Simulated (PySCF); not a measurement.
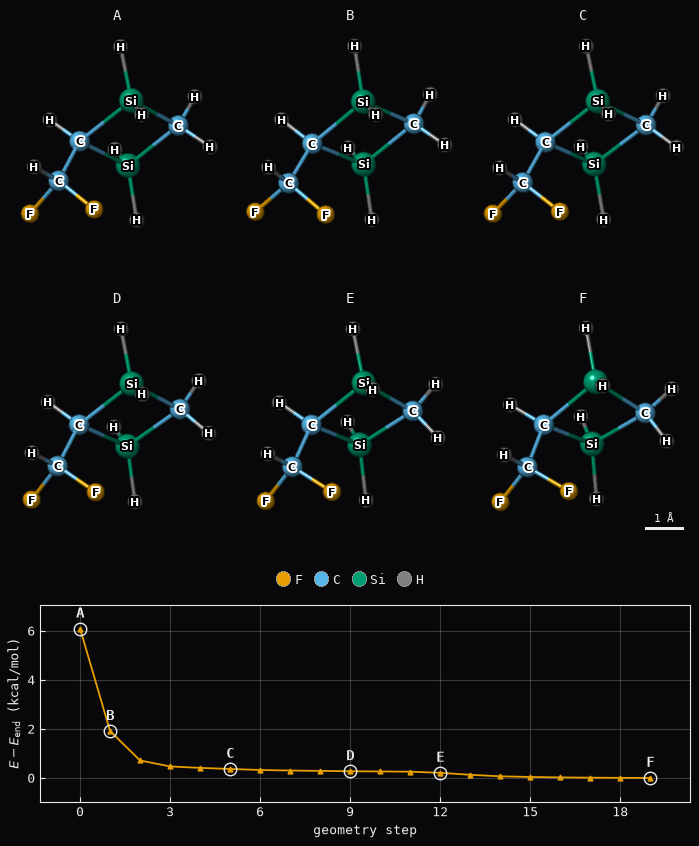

Frames of a relaxation of C₃H₈F₂Si₂, marked on the history of the run. The picture is a ball-and-stick view, seen from a free direction.

The start comes from GFN2-xTB. Its atoms were then displaced at random by about 0.01 Å.

All numbers below come from PBE0-D3(BJ)/def2-SVP geometry optimisation, gas phase in PySCF. 

Q: What happens along the run?

A: An H atom moves most after the best rigid fit: 0.48 Å. Largest moves by element: H 0.48 Å, F 0.24 Å, C 0.16 Å, Si 0.14 Å. Some distances before and after: H–Si 1.445 → 1.494 Å, C–H 1.052 → 1.100 Å, C–Si 1.930 → 1.897 Å, C–C 1.468 → 1.498 Å. Bond angles that change, for instance: Si–C–Si 92.9° → 87.9°, Si–C–Si 91.3° → 86.5°, Si–C–H 114.2° → 118.6°. The energy falls by 6.09 kcal/mol in 19 geometry steps. From step 0 to 1: an F atom moves most (0.21 Å), energy −4.18 kcal/mol. From step 1 to 5: an F atom moves most (0.14 Å), energy −1.54 kcal/mol. From step 5 to 9: an F atom moves most (0.15 Å), energy −0.09 kcal/mol. From step 9 to 12: an H atom moves most (0.17 Å), energy −0.06 kcal/mol. From step 12 to 19: an H atom moves most (0.19 Å), energy −0.21 kcal/mol.

```csv
step,"E − E(0), kcal/mol"
0,0.00
1,-4.18
2,-5.38
3,-5.62
4,-5.68
5,-5.72
6,-5.77
7,-5.79
8,-5.80
9,-5.82
10,-5.83
11,-5.84
12,-5.88
13,-5.96
14,-6.02
15,-6.05
16,-6.07
17,-6.08
18,-6.09
19,-6.09
```
